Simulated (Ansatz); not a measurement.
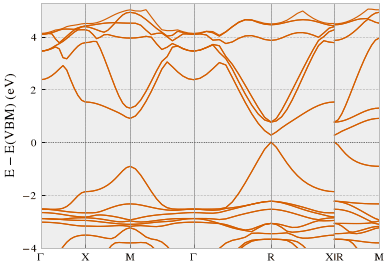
Band structure from PBE with spin–orbit coupling (plane waves, PAW; program Ansatz)

Read off the gap and where the band edges lie.

About 0.3 eV (0.26 eV by a search for the band edges); maximum at R, minimum at R.

The material is CsSnBr₃ (cubic perovskite, space group No. 221).

Space group Pm-3m (cubic perovskite). Symmetry was held in the PBE relaxation; of distortions, only those at the zone centre were tested.

Potentials: the later of the program's two PAW sets.
